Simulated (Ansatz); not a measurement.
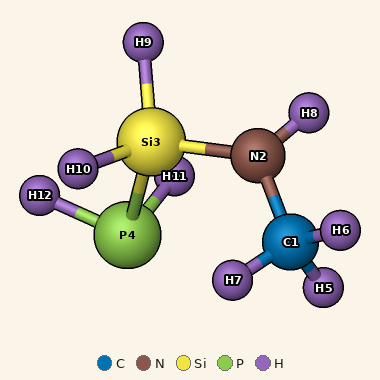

The system is CH8NPSi, SMILES CN[SiH2]P; the picture shows the reference structure. The first coordinate is: dihedral C1–N2–Si3–P4; the second: dihedral N2–Si3–P4–H11. Nothing is relaxed (all other coordinates rigid). Grid: 8 × 8 points. Points are written as (first, second). Energies are in cm⁻¹, from the relaxed molecule at the same level. Energies and slopes of some neighbouring points disagree (a jump in structure or state, or too coarse a mesh). All numbers below come from RKS r2SCAN-D4/def2-SVP (Ansatz).

Its coordinates:

```yaml
atoms:
  - { symbol: C, position_ang: [-0.0076, 1.7673, -0.6725] }
  - { symbol: N, position_ang: [-0.3832, 0.9442, 0.4614] }
  - { symbol: Si, position_ang: [0.3316, -0.5918, 0.8108] }
  - { symbol: P, position_ang: [0.0951, -2.1223, -0.8716] }
  - { symbol: H, position_ang: [-0.5429, 1.5174, -1.6103] }
  - { symbol: H, position_ang: [-0.1788, 2.8367, -0.4614] }
  - { symbol: H, position_ang: [1.0696, 1.6499, -0.8749] }
  - { symbol: H, position_ang: [-1.3333, 1.1005, 0.7858] }
  - { symbol: H, position_ang: [-0.2773, -1.0583, 2.0930] }
  - { symbol: H, position_ang: [1.8118, -0.4312, 0.9629] }
  - { symbol: H, position_ang: [-1.2256, -2.5062, -0.4795] }
  - { symbol: H, position_ang: [0.7177, -3.1614, -0.1098] }
```

Range: dihedral C1–N2–Si3–P4 from −180 to 135°; dihedral N2–Si3–P4–H11 from −180 to 135°.

Question: Predict the map.

Answer: The lowest grid point is at (−45°, 45°), 100 cm⁻¹ from the relaxed molecule at the same level. Other grid points that lie below all their neighbours: (−45°, −90°) (25 cm⁻¹ higher); (−45°, −180°) (412 cm⁻¹ higher); (90°, 45°) (487 cm⁻¹ higher). The highest grid point, (0°, 0°), lies 2211 cm⁻¹ above the lowest.

```tsv
dihedral N2–Si3–P4–H11 ↓, dihedral C1–N2–Si3–P4 →	−180	−135	−90	−45	0	45	90	135
135	1376	1948	1039	617	2003	1667	1235	1174
90	1081	1771	1000	512	2061	1717	1163	1021
45	593	1087	459	100	1321	996	587	661
0	1282	1613	986	777	2311	1488	1039	1312
−45	1159	1447	768	573	1688	1534	872	1142
−90	745	1306	542	124	1223	1129	763	705
−135	1067	1543	1002	589	1627	1354	1191	1260
−180	1215	1476	757	511	1567	1320	922	1173
```

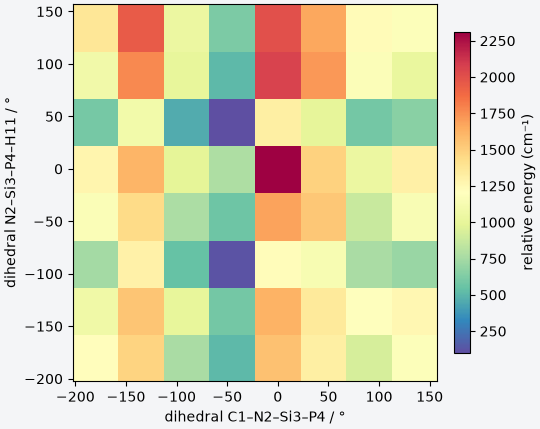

The picture shows one coloured cell a grid point.

Time for the 64 points that were run: 9.9 min on 1 thread of Arm Neoverse V2, with other jobs on the host.
